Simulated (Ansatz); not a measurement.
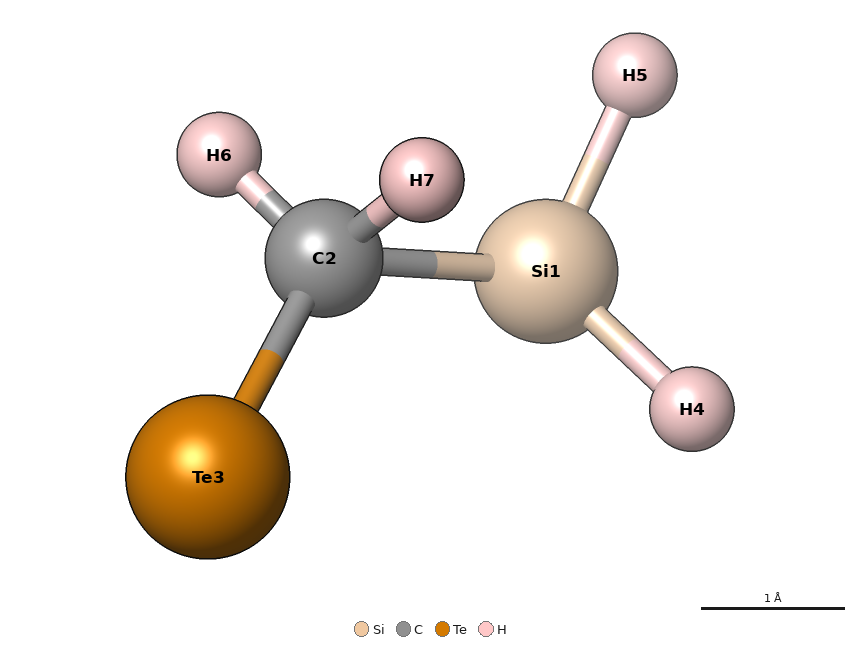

Orthographic view. Atoms fade into the background with distance from the viewer. Computed geometry: PBE-D4/def2-SVP optimisation. No frequency run is at hand to confirm it as a minimum.

Give the geometry as a Z-matrix, atoms in numerical order, with these reference atoms: 2 to 1; 3 to 2, 1; 4 to 1, 2, 3; 5 to 1, 4, 2; 6 to 2, 1, 4; 7 to 2, 6, 1.

```
Si 
C    1   1.884
Te   2   2.112   1   127.2
H    1   1.509   2   112.6   3   -29.2
H    1   1.516   4   109.8   2   123.9
H    2   1.107   1   112.0   4   178.8
H    2   1.140   6   108.3   1    90.5
```
